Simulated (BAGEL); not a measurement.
**CH6CuP (Cu(PH3)Me) at HF/6-31G(d) (density fitting with qzvpp-jkfit, spherical functions)**

What is the vertical ionisation energy of CH6CuP (Cu(PH3)Me) at HF/6-31G* (density fitting with qzvpp-jkfit, spherical functions)? 

The calculation is run with BAGEL 1.2.2.

7 further runs of the same task are left out: 7 that didn't finish. Runs told in other sessions of the task aren't counted.

**1. The molecule**

The species is CH6CuP (9 atoms), meant as a singlet with charge 0. SMILES: `[CH3][Cu]<-[PH3]`. The shape comes from GFN2-xTB, which is rough for such elements, and wasn't checked as a minimum.

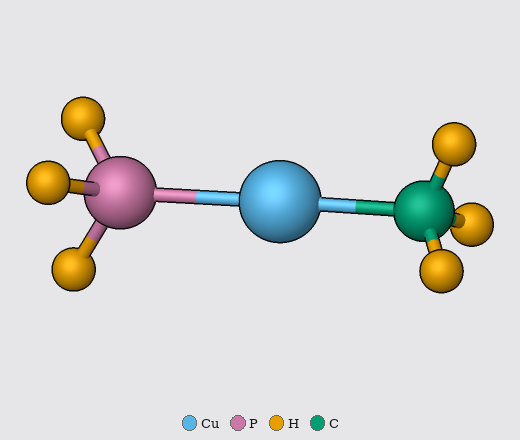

The structure, seen from a chosen angle (copper blue, phosphorus pink, hydrogen amber, carbon teal).

**2. The energy at HF/6-31G(d) (density fitting with qzvpp-jkfit, spherical functions)**

The input, job.json:

```json
{ "bagel": [

{
  "title": "molecule",
  "basis": "6-31gs.json",
  "df_basis": "qzvpp-jkfit",
  "angstrom": true,
  "geometry": [
    { "atom": "Cu", "xyz": [    0.008720,    0.014540,   -0.192440 ] },
    { "atom": "P", "xyz": [   -0.000170,   -0.006580,    2.027740 ] },
    { "atom": "H", "xyz": [    1.169930,   -0.099280,    2.758570 ] },
    { "atom": "H", "xyz": [   -0.661910,   -1.000070,    2.726470 ] },
    { "atom": "H", "xyz": [   -0.523310,    1.037770,    2.767960 ] },
    { "atom": "C", "xyz": [    0.002840,    0.014100,   -2.190490 ] },
    { "atom": "H", "xyz": [   -1.000890,    0.013760,   -2.629450 ] },
    { "atom": "H", "xyz": [    0.501700,   -0.855150,   -2.632850 ] },
    { "atom": "H", "xyz": [    0.503090,    0.880900,   -2.635500 ] }
  ]
},
{ "title": "hf" },
{ "title": "print", "file": "orbitals.molden", "orbitals": true }

]}
```

The basis set 6-31G* is read from a file made from the Basis Set Exchange's data (not shown).

On the command line:

```bash
$ BAGEL_NUM_THREADS=1 BAGEL job.json > job.out
```

What it wrote:

```text
* using 1 threads per process

  ===============================================================
  ===============================================================

  *** Geometry ***

  { "atom" : "Cu", "xyz" : [      0.016478,      0.027477,     -0.363659 ] },
  { "atom" : "P", "xyz" : [     -0.000321,     -0.012434,      3.831873 ] },
  { "atom" : "H", "xyz" : [      2.210847,     -0.187612,      5.212942 ] },
  { "atom" : "H", "xyz" : [     -1.250829,     -1.889858,      5.152282 ] },
  { "atom" : "H", "xyz" : [     -0.988913,      1.961101,      5.230686 ] },
  { "atom" : "C", "xyz" : [      0.005367,      0.026645,     -4.139426 ] },
  { "atom" : "H", "xyz" : [     -1.891408,      0.026003,     -4.968940 ] },
  { "atom" : "H", "xyz" : [      0.948076,     -1.615999,     -4.975365 ] },
  { "atom" : "H", "xyz" : [      0.950702,      1.664660,     -4.980373 ] },

  Number of auxiliary basis functions:      575

  Since a DF basis is specified, we compute 2- and 3-index integrals:
    o Being stored without compression. Storage requirement is 0.028 GB

  Number of basis functions:       78
  Number of electrons      :       56

    * METHOD: MOLECULE                             0.40

  *** RHF ***

  === Nuclear Repulsion ===
   228.3497913736

      * DIIS with orbital gradients will be used.

  === RHF iteration (6-31gs.json) ===
      0      -2020.16532400          0.03286951           0.12
      1      -2015.07927612          0.11404072           0.12
      2      -2020.64151947          0.00454943           0.12
      3      -2020.65797099          0.00161461           0.12
      4      -2020.66016105          0.00059427           0.12
      5      -2020.66078051          0.00029134           0.12
      6      -2020.66098407          0.00013335           0.12
      7      -2020.66104660          0.00005985           0.12
      8      -2020.66104993          0.00003051           0.12
      9      -2020.66105052          0.00000621           0.12
     10      -2020.66105059          0.00000153           0.12
     11      -2020.66105059          0.00000041           0.12
     12      -2020.66105059          0.00000014           0.12
     13      -2020.66105059          0.00000006           0.12
     14      -2020.66105059          0.00000003           0.12
     15      -2020.66105059          0.00000002           0.12
     16      -2020.66105059          0.00000001           0.12
     17      -2020.66105059          0.00000000           0.12
    * SCF iteration converged.

    * Permanent dipole moment:
           (    0.000165,     0.010814,    -2.485469) a.u.

    * METHOD: HF                                   2.43

    * METHOD: PRINT                                0.01

  ===============================================================
```

Run time: 3.3 s. Hardware: 1 thread of Arm Neoverse V2, shared host.

**3. The doublet cation, same level**

The input, input.json:

```json
{ "bagel" : [

{
  "title" : "molecule",
  "basis" : "6-31gs.json",
  "df_basis" : "qzvpp-jkfit",
  "angstrom" : true,
  "geometry" : [
    { "atom" : "Cu", "xyz" : [    0.008720,    0.014540,   -0.192440 ] },
    { "atom" : "P", "xyz" : [   -0.000170,   -0.006580,    2.027740 ] },
    { "atom" : "H", "xyz" : [    1.169930,   -0.099280,    2.758570 ] },
    { "atom" : "H", "xyz" : [   -0.661910,   -1.000070,    2.726470 ] },
    { "atom" : "H", "xyz" : [   -0.523310,    1.037770,    2.767960 ] },
    { "atom" : "C", "xyz" : [    0.002840,    0.014100,   -2.190490 ] },
    { "atom" : "H", "xyz" : [   -1.000890,    0.013760,   -2.629450 ] },
    { "atom" : "H", "xyz" : [    0.501700,   -0.855150,   -2.632850 ] },
    { "atom" : "H", "xyz" : [    0.503090,    0.880900,   -2.635500 ] }
  ]
},
{
  "title" : "rohf",
  "charge" : 1,
  "nopen" : 1
},
{
  "title" : "print",
  "file" : "orbitals.molden",
  "orbitals" : true
}

]}
```

The basis set 6-31G* is read from a file made from the Basis Set Exchange's data (not shown).

On the command line:

```bash
$ BAGEL_NUM_THREADS=1 BAGEL input.json > input.out
```

What it wrote:

```text
* using 1 threads per process

  ===============================================================
  ===============================================================

  *** Geometry ***

  { "atom" : "Cu", "xyz" : [      0.016478,      0.027477,     -0.363659 ] },
  { "atom" : "P", "xyz" : [     -0.000321,     -0.012434,      3.831873 ] },
  { "atom" : "H", "xyz" : [      2.210847,     -0.187612,      5.212942 ] },
  { "atom" : "H", "xyz" : [     -1.250829,     -1.889858,      5.152282 ] },
  { "atom" : "H", "xyz" : [     -0.988913,      1.961101,      5.230686 ] },
  { "atom" : "C", "xyz" : [      0.005367,      0.026645,     -4.139426 ] },
  { "atom" : "H", "xyz" : [     -1.891408,      0.026003,     -4.968940 ] },
  { "atom" : "H", "xyz" : [      0.948076,     -1.615999,     -4.975365 ] },
  { "atom" : "H", "xyz" : [      0.950702,      1.664660,     -4.980373 ] },

  Number of auxiliary basis functions:      575

  Since a DF basis is specified, we compute 2- and 3-index integrals:
    o Being stored without compression. Storage requirement is 0.028 GB

  Number of basis functions:       78
  Number of electrons      :       56

    * METHOD: MOLECULE                             0.40

  *** Open-shell HF ***

  === Nuclear Repulsion ===
   228.3497913736

      * DIIS with orbital gradients will be used.

  === ROHF iteration (6-31gs.json) ===
      0      -2019.95962091          0.06229202           0.24
      1      -2019.13528476          0.11755020           0.24
      2      -2019.21225684          0.10831820           0.23
      3      -2020.41484312          0.00701358           0.23
      4      -2020.42536724          0.00192794           0.24
      5      -2020.42684542          0.00072344           0.23
      6      -2020.42706398          0.00020607           0.23
      7      -2020.42710029          0.00009531           0.23
      8      -2020.42710972          0.00007569           0.23
      9      -2020.42711289          0.00006907           0.24
     10      -2020.42712761          0.00005898           0.23
     11      -2020.42711161          0.00004979           0.23
     12      -2020.42709748          0.00002009           0.23
     13      -2020.42715446          0.00001294           0.24
     14      -2020.42714866          0.00000624           0.24
     15      -2020.42715436          0.00000319           0.24
     16      -2020.42715758          0.00000157           0.24
     17      -2020.42715781          0.00000114           0.24
     18      -2020.42715856          0.00000038           0.24
     19      -2020.42715855          0.00000016           0.24
     20      -2020.42715848          0.00000007           0.24
     21      -2020.42715841          0.00000004           0.24
     22      -2020.42715838          0.00000003           0.23
     23      -2020.42715837          0.00000002           0.24
     24      -2020.42715837          0.00000001           0.24
     25      -2020.42715837          0.00000000           0.24
    * SCF iteration converged.

    * S^2 (ROHF) is 0.7500

    * Permanent dipole moment:
           (    0.000447,     0.000929,     0.096010) a.u.

    * METHOD: ROHF                                 6.45

    * METHOD: PRINT                                0.01

  ===============================================================
```

Run time: 7.2 s. Hardware: 1 thread of Arm Neoverse V2, shared host.

**4. What came out**

At HF/6-31G* (density fitting with qzvpp-jkfit, spherical functions):

| quantity | value |
| --- | --- |
| singlet CH6CuP: total energy | -2020.66105 Eh |
| singlet CH6CuP: dipole moment | 6.32 D |
| singlet CH6CuP: HOMO energy | -7.85 eV |
| singlet CH6CuP: LUMO energy | 2.21 eV |
| singlet CH6CuP: HOMO–LUMO gap | 10.06 eV |
| doublet cation: total energy | -2020.42716 Eh |
| doublet cation: ⟨S²⟩ | 0.750 |
| vertical ionisation energy (to the doublet cation) | 6.365 eV |

In words: Removing an electron at fixed nuclei costs 6.36 eV (147 kcal/mol). −ε(HOMO) before ionisation, 7.85 eV, is 1.48 eV above this ionisation energy.
